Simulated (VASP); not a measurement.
Band structure of AgTe$_{4}$Au (sg13). Calculation: PBEsol GGA, VASP's PBE PAW potentials (set 64) (plane waves; VASP).

Unless said otherwise, spin-orbit coupling is left out, though it shifts the bands of the heavy elements here.

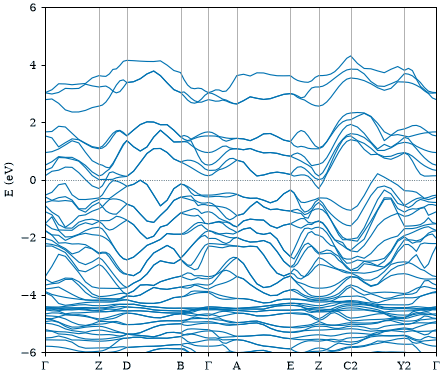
Figure: Bands along high-symmetry lines, zero at the valence-band maximum or, without a gap, the Fermi level

Q: Read the plot: is there a gap, and where are the band edges?

A: It has no gap at this level: it comes out as a metal or semimetal. (Edges off the drawn lines would not show.)

The compound is AgTe4Au in the sg13 structure. It was relaxed first.
